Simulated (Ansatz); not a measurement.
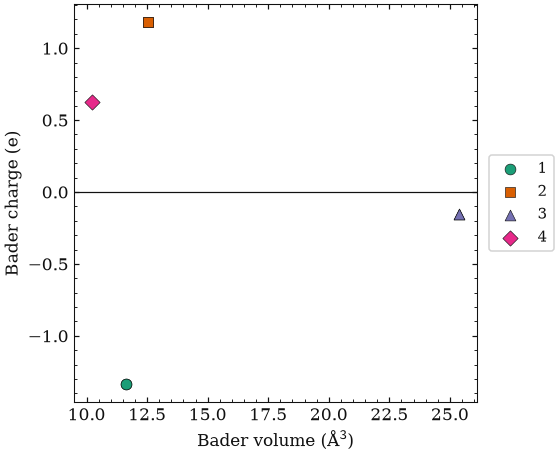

Bader charges of the atoms (positive: electrons lost), against the volumes of their basins.

Calculation on Ca₂Yb₂CuO₂, space group I4/mmm (No. 139), 7 atoms in the cell, a structure borrowed from another compound.

Level of theory: DFT with r2SCAN, PAW plane waves, no spin polarisation, 5×5×5 k mesh, 500 eV cutoff; code Ansatz 0.2.0.

Q: Which number is which element?

A: 1 is O; 2 is Ca; 3 is Yb; 4 is Cu. The Bader charges are Ca +1.18 e, Cu +0.63 e, Yb −0.16 e and O −1.34 e.

The structure was built from a prototype or by substitution, so it need not be a known phase. The atoms aren't at rest in this cell (largest force 3.0 eV/Å), so the relaxed material can differ. The cell is at 19 GPa in this functional. Spin-orbit coupling is left out, which matters for Yb.
